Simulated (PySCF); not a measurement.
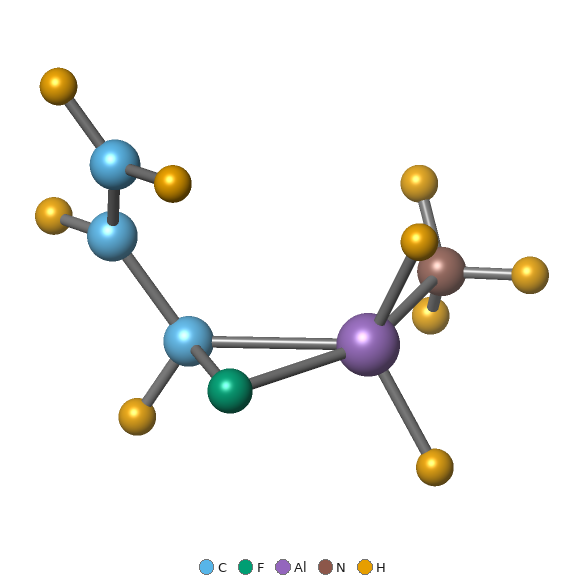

The computed structure is the end point of a GFN2-xTB optimisation. No frequency run is at hand to confirm it as a minimum.

Question: What is the molecular formula?

Answer: C3H9AlFN, 15 atoms: 3 carbon, 9 hydrogen, 1 aluminium, 1 fluorine and 1 nitrogen.

Question: Give the symmetry (Schoenflies symbol).

Answer: C1.

Question: How many bonds of each kind are drawn?

Answer: 4 C–H, 3 N–H, 2 C–C, 2 Al–H, 1 C–Al, 1 Al–F, 1 C–F, 1 Al–N. Sticks follow a distance rule.

More results for the same structure follow; atom numbers are the same in all pictures, views and colours differ.

Geometry

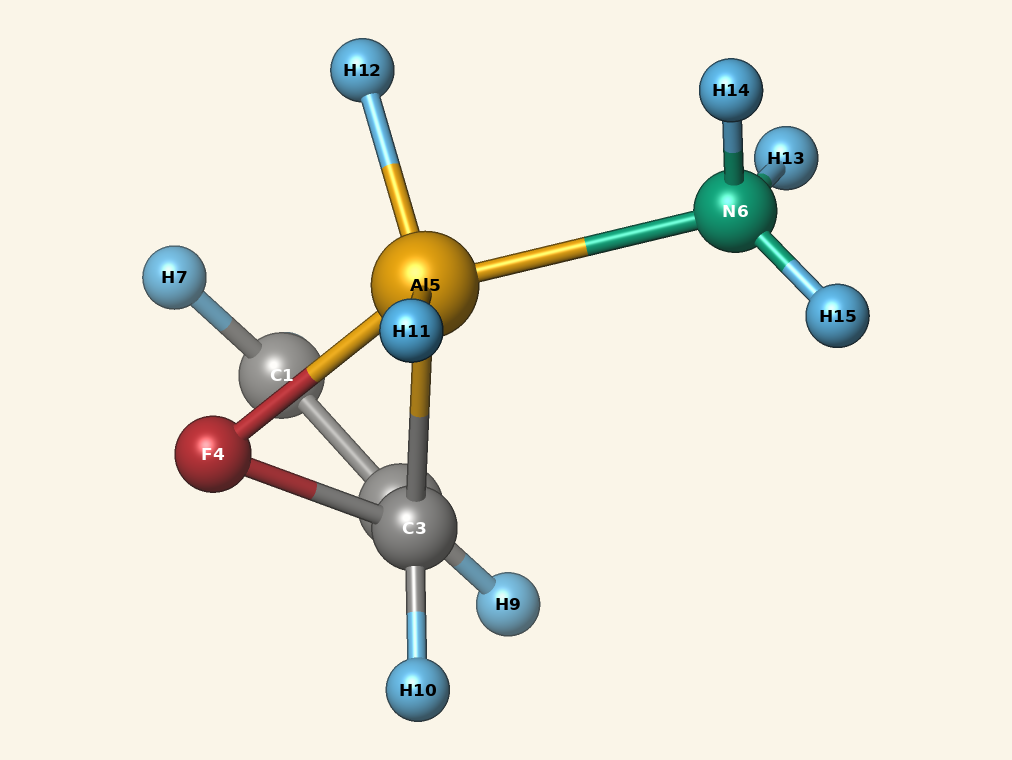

C2 lies behind C3. The molecule seen nearly along the C3–C2 bond, C3 in front. Distant atoms are faded towards the background colour. No frequency run is at hand to confirm it as a minimum.

Question: What is the torsion angle Al5–C3–C2–C1? The sign is positive where the front bond must turn clockwise to cover the back bond.

Answer: −43°, synclinal (gauche).

Excitation

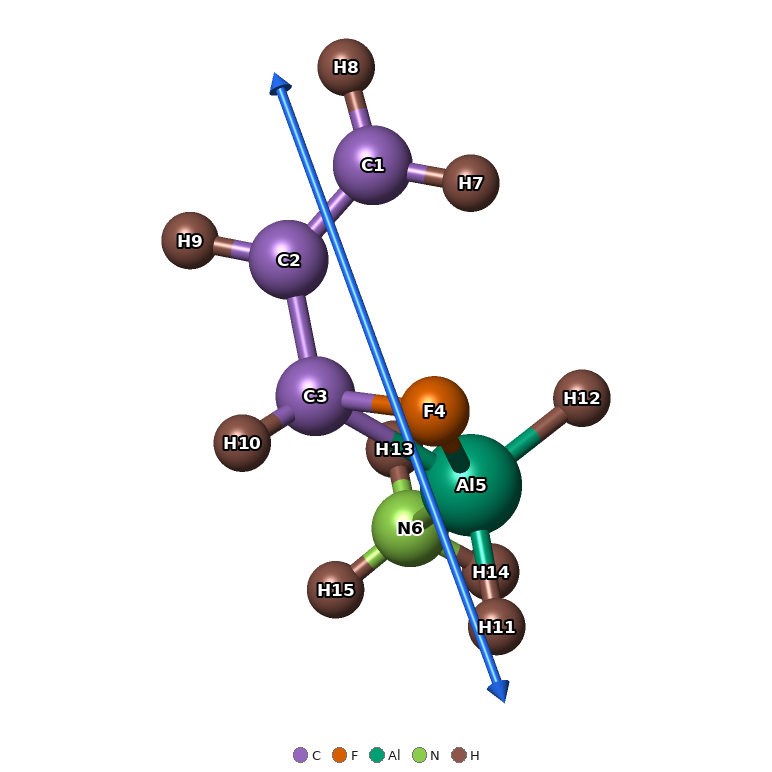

The double arrow shows the direction of the transition dipole to excited singlet state 1 (its length means nothing). No frequency run is at hand to confirm it as a minimum. Properties computed with TDDFT PBE0/def2-SVPD, vertical, gas phase, core orbitals frozen in the response (PySCF 2.14.0).

Question: Where does the transition lie, and how strong is it?

Answer: 5.08 eV (244 nm), oscillator strength 0.020, mainly HOMO → LUMO (weight 0.92); transition dipole 1.01 D.

Charges

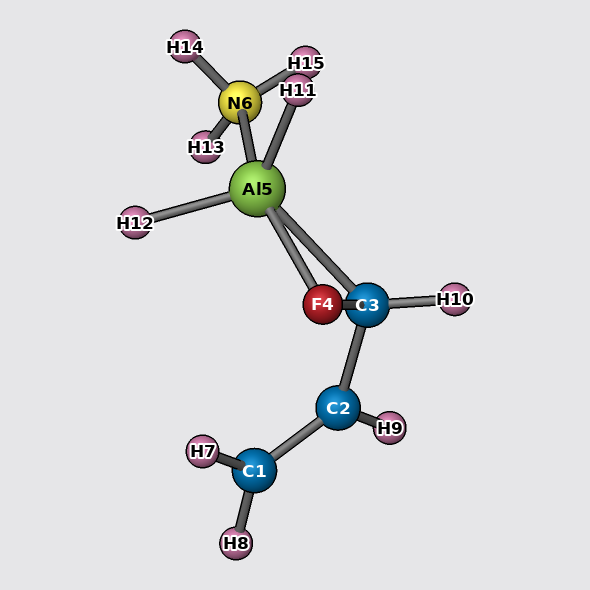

The questions are on Hirshfeld charges. No frequency run is at hand to confirm it as a minimum. Method: PBE0/pcSseg-1, gas phase (PySCF 2.14.0).

Give the Hirshfeld charges atom by atom.

```json
{"atom": "C1", "value (e)": "−0.12"}
{"atom": "C2", "value (e)": "−0.06"}
{"atom": "C3", "value (e)": "−0.09"}
{"atom": "F4", "value (e)": "−0.07"}
{"atom": "Al5", "value (e)": "0.30"}
{"atom": "N6", "value (e)": "−0.17"}
{"atom": "H7", "value (e)": "0.04"}
{"atom": "H8", "value (e)": "0.04"}
{"atom": "H9", "value (e)": "0.05"}
{"atom": "H10", "value (e)": "0.04"}
{"atom": "H11", "value (e)": "−0.21"}
{"atom": "H12", "value (e)": "−0.20"}
{"atom": "H13", "value (e)": "0.15"}
{"atom": "H14", "value (e)": "0.15"}
{"atom": "H15", "value (e)": "0.16"}
```

Quadrupole coupling

No frequency run is at hand to confirm it as a minimum. Electric field gradients from the ground-state density, PBE0/pcSseg-1 (PySCF 2.14.0), non-relativistic apart from any core potentials.

Give the largest field-gradient component, the quadrupole coupling constant and the asymmetry for 27Al at Al5 (Q = 146.6 mb), 14N at N6 (Q = 20.44 mb).

| atom | V_zz (a.u.) | e²qQ/h (MHz) | η |
| --- | --- | --- | --- |
| Al5 | 0.656 | 22.6 | 0.93 |
| N6 | −0.731 | −3.51 | 0.02 |

The geometry is semi-empirical. Around Al such bond lengths and angles can be off by a tenth of an ångström or more and by several degrees, and values that hang on the shape move with them.
